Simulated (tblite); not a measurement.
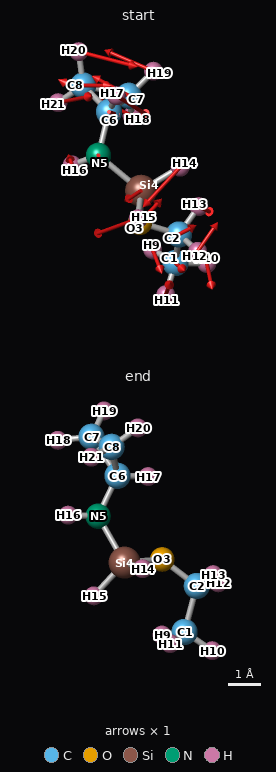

The structure of C5H13NOSi before (top) and after (bottom) a relaxation, at one scale. The red arrows give the displacements, at their true length.

Style: ball-and-stick. Shown from a free direction.

Method: GFN2-xTB geometry optimisation, gas phase in tblite. 

Q: Describe what moved and what it gained.

A: The energy falls by 77.8 kJ/mol in 285 geometry steps. The largest move after the best rigid fit is that of H18, 2.79 Å. By element the largest moves are H 2.79 Å, C 1.43 Å, N 1.19 Å, O 1.16 Å, Si 0.98 Å. Some distances before and after: O3–Si4 1.685 → 1.618 Å, Si4–N5 1.766 → 1.715 Å, C6–H17 1.120 → 1.081 Å, C1–H10 1.123 → 1.087 Å. Bond angles that change, for instance: C2–O3–Si4 114.6° → 129.2°, O3–Si4–N5 116.2° → 101.9°, Si4–N5–C6 115.2° → 123.9°. Groups turn about C2–O3 by about 125°, O3–Si4 by about 25°.
